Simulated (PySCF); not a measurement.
**CH$_{5}$NSi (SMILES [H]/N=C/[SiH3]): density, localisation and related maps**

```xyz
8

N     1.5799   -0.4422   -0.5575
C     0.7512    0.0709    0.2613
Si   -1.1045    0.0427   -0.1303
H     2.5416   -0.3558   -0.2050
H     1.0716    0.5405    1.2175
H    -1.8079   -0.8059    0.8815
H    -1.6509    1.4312   -0.0187
H    -1.3273   -0.4952   -1.5008
```

Geometry: PBE0-D3(BJ)/def2-SVP.

Theory: CAM-B3LYP/def2-SVPD, SCF density, gas phase in PySCF 2.14.0.

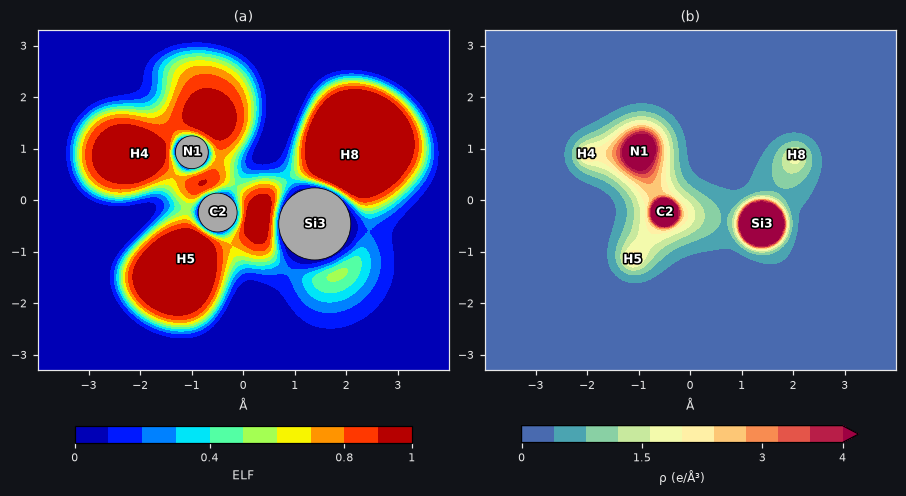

Figure 1. (a) electron localisation function; (b) electron density on the plane of atoms N1, C2 and H5. Grey discs cover the atomic cores in the ELF map.

> Interpret the plot.

Atoms in the plane: N, C, Si and H.
C–N (1.27 Å): ρ is about 2.8 e/Å³ halfway; the ELF peaks at about 0.90 between the atoms, as expected for localised, covalent bonding.
C–Si (1.90 Å): ρ at the midpoint is about 0.96 e/Å³; the ELF peaks at about 1 between the atoms, as expected for a shared electron pair.
N–H (1.03 Å): ρ is about 2.8 e/Å³ halfway; the ELF climbs to about 1 towards the hydrogen, as it does in any bond to H: an ordinary covalent bond to hydrogen.
C–H (1.11 Å): the density is about 1.9 e/Å³ at the midpoint; the ELF climbs to about 1 towards the hydrogen; an ordinary covalent bond to hydrogen.
Si–H (1.49 Å): the density is about 0.77 e/Å³ at the midpoint; the ELF climbs to about 1 towards the hydrogen.
The ELF also peaks beside N1, away from the bonds: lone-pair regions.

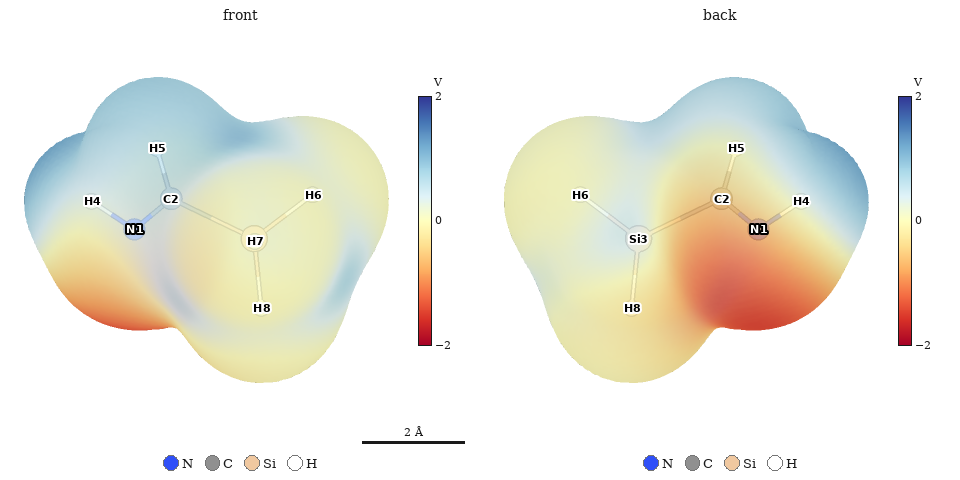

Figure 2. The electrostatic potential painted on the density surface at 0.001 e/bohr³, seen from the front and from behind; red is negative and blue positive.

> Describe the electrostatic potential map.

The most negative region (about −1.5 V) lies over N1, the most positive (about +1.2 V) over H4. N1 is the likeliest acceptor of a hydrogen bond.
